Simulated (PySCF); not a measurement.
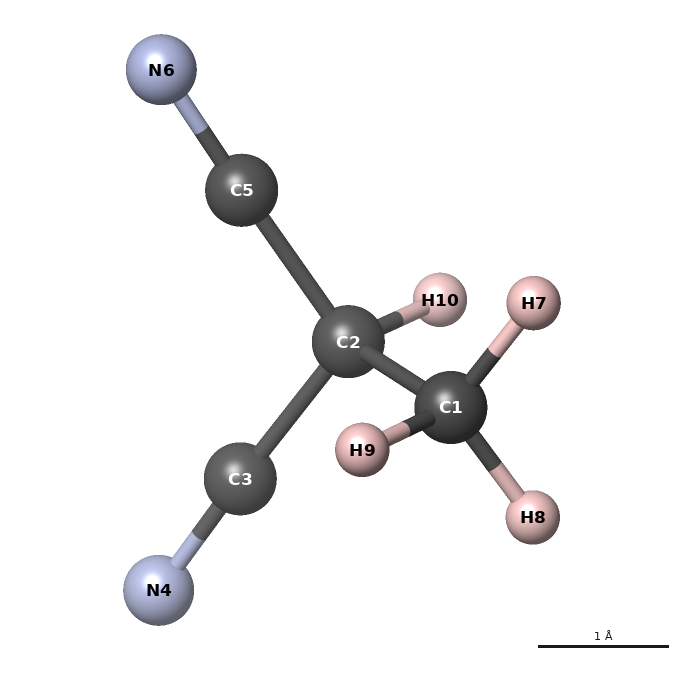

The atoms are numbered. The geometry was computed by an optimisation with PBE0-D3(BJ)/def2-SVP. No frequency run is at hand to confirm it as a minimum.

What are the angles C2–C1–H7, C2–C1–H9, C1–C2–C3, C1–C2–H10, C3–C2–C5, C3–C2–H10, C2–C3–N4?

| angle | degrees |
| --- | --- |
| C2–C1–H7 | 109.7 |
| C2–C1–H9 | 110.6 |
| C1–C2–C3 | 111.7 |
| C1–C2–H10 | 109.3 |
| C3–C2–C5 | 110.3 |
| C3–C2–H10 | 106.9 |
| C2–C3–N4 | 178.0 |
